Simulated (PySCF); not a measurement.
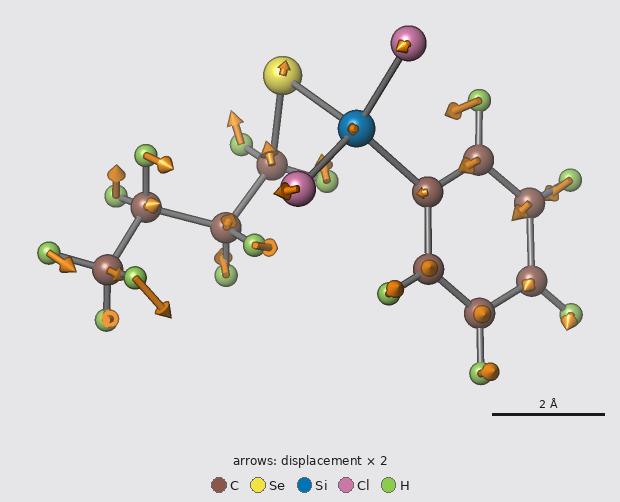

This is a relaxation of C10H14Cl2SeSi. The starting structure is drawn; orange arrows show the displacements, 2 times their true length. The two geometries are superimposed by the best rigid fit.

A ball-and-stick model, seen face on.

The start comes from GFN2-xTB. Its atoms were then displaced at random by about 0.01 Å.

Theory: PySCF, PBE0-D3(BJ)/def2-SVP geometry optimisation, gas phase. 

### Atoms of which element are displaced furthest, and by how much?

Hydrogen: up to 0.53 Å, against 0.28 Å for carbon.

### Describe the change and its energy.

An H atom moves most after the best rigid fit: 0.53 Å. Largest moves by element: H 0.53 Å, C 0.28 Å, Cl 0.27 Å, Se 0.15 Å, Si 0.12 Å. Near-neighbour distances that change, for instance: C–H 1.047 → 1.102 Å, Se–Si 2.300 → 2.253 Å, Cl–Si 2.032 → 2.078 Å, C–H 1.060 → 1.093 Å. Bond angles that change, for instance: C–C–H 108.3° → 111.5°, C–C–H 117.0° → 120.1°, Se–Si–C 109.0° → 112.1°. Over 13 geometry steps the energy falls by 0.293 eV. Cost: 5.7 min on 2 threads of AMD EPYC 9R45 96-Core Processor, on a shared host.
